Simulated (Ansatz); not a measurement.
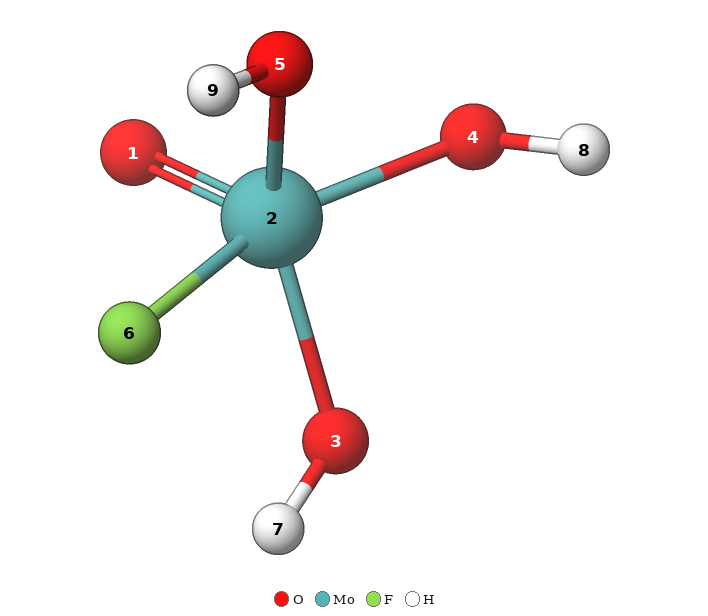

The atoms are numbered. Charge 0, singlet. The computed structure is the end point of a PBE0-D4/def2-TZVP optimisation. No frequency run is at hand to confirm it as a minimum.

Describe the coordination of atom 3.

O3 has 2 neighbours (Mo2 at 1.88, H7 at 0.96 Å); the arrangement is bent.

How are the neighbours of atom 4 arranged?

O4 has 2 neighbours (Mo2 at 1.85, H8 at 0.96 Å); the arrangement is bent.
